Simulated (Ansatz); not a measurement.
## Electronic structure of C2H7GeIn (SMILES C=[C]([GeH3])[InH2]) in real space

Input file:

```
crystal:
  periodic: [false, false, false]
  atoms:
    - {symbol: C, position_ang: [-0.731452, 1.443081, -0.032862]}
    - {symbol: C, position_ang: [-0.145489, 0.242835, -0.071662]}
    - {symbol: Ge, position_ang: [0.736069, -0.441418, 1.516343]}
    - {symbol: In, position_ang: [-0.234118, -0.842227, -1.924375]}
    - {symbol: H, position_ang: [-0.738705, 2.067626, 0.862927]}
    - {symbol: H, position_ang: [-1.240680, 1.876774, -0.893989]}
    - {symbol: H, position_ang: [2.224688, -0.711699, 1.224518]}
    - {symbol: H, position_ang: [0.097579, -1.776056, 1.946760]}
    - {symbol: H, position_ang: [0.619133, 0.575440, 2.670366]}
    - {symbol: H, position_ang: [-1.070721, -0.035276, -3.202927]}
    - {symbol: H, position_ang: [0.483696, -2.399091, -2.095088]}
basis:
  gaussian: {orbitals: def2-TZVPP}
hamiltonian: {xc: pbe0, dispersion: d4}
output: {orbitals: {seedname: orbitals}}
```

Run with:

```sh
ansatz run in.yaml --threads 4 --pin off --events-out ev --progress --plain --max-ram 10444MiB
```

Geometry: PBE0-D4/def2-TZVP; core potentials replace the inner electrons of In.

These are results of Ansatz 0.2.0, RKS PBE0-D4/def2-TZVPP, not measurements.

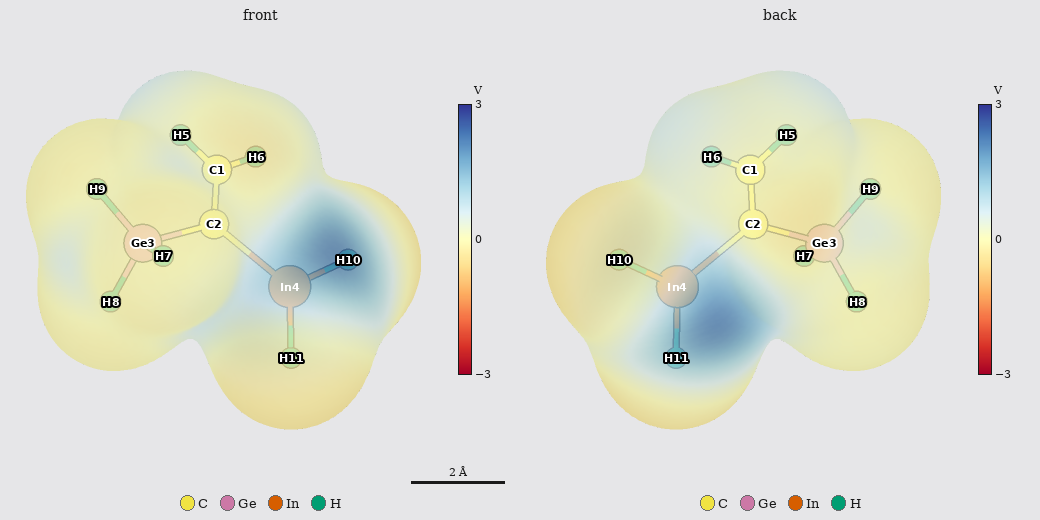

Figure 1. The electrostatic potential painted on the density surface at 0.001 e/bohr³, seen from the front and from behind; the colour scale runs from red (negative) to blue (positive).

Question: Describe the electrostatic potential map.

Answer: The most negative region (about −0.4 V) lies over H10 and H11, the most positive (about +2.2 V) over In4.

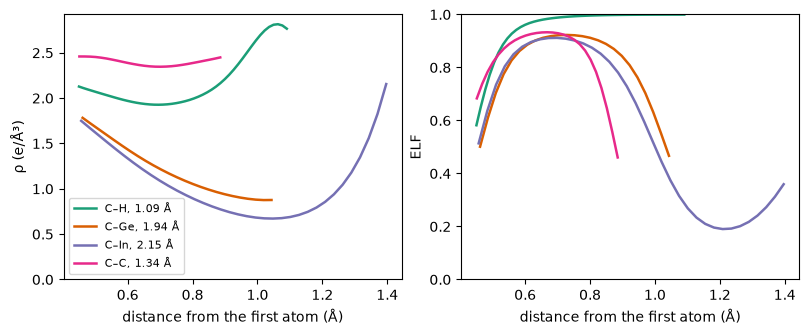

Figure 2. Electron density and ELF along straight lines between neighbouring atoms. The curves leave out the atomic cores.

Question: What can be read from the curves?

Answer: C–H (1.09 Å): ρ is about 2 e/Å³ halfway; the ELF climbs to about 1 towards the hydrogen, as it does in any bond to H: a covalent bond by its length.
C–Ge (1.94 Å): ρ at the midpoint is about 0.89 e/Å³; the ELF peaks at about 0.90 in the valence shell of C, 0.7 Å from its nucleus, and is about 0.70 at the midpoint.
C–In (2.15 Å): ρ at the midpoint is about 0.68 e/Å³; the ELF peaks at about 0.90 in the valence shell of C, 0.7 Å from its nucleus, and drops to about 0.20 between the two atoms.
C–C (1.34 Å): the density is about 2.4 e/Å³ at the midpoint; the ELF peaks at about 0.95 between the atoms: a multiple bond.

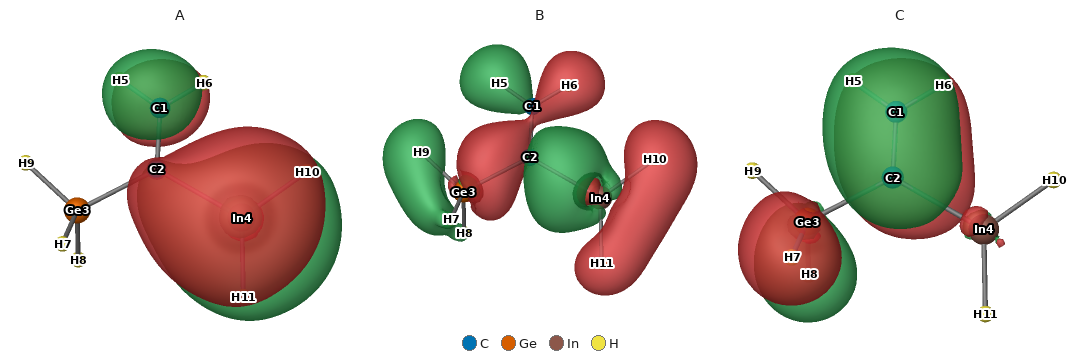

Figure 3. Three frontier orbitals at ±0.06 Å⁻³ᐟ² (green and red are the two phases), in no order.

Question: Which picture is the HOMO−1, the HOMO and the LUMO?

Answer: C is the HOMO−1 (−8.01 eV). Its weight (Hirshfeld) is mainly on C1 (about 35 %), C2 (about 35 %) and Ge3 (about 10 %); π-bonding across C1–C2. B is the HOMO (−7.21 eV). It lies mainly on C2 (about 35 %), In4 (about 20 %), Ge3 (about 15 %), C1 (about 10 %) and H10 (about 5 %). A is the LUMO (−1.88 eV). By Hirshfeld shares it lies mainly on In4 (about 70 %), C1 (about 10 %) and C2 (about 5 %).

Question: What is the HOMO–LUMO gap?

Answer: 5.33 eV between the orbital energies.
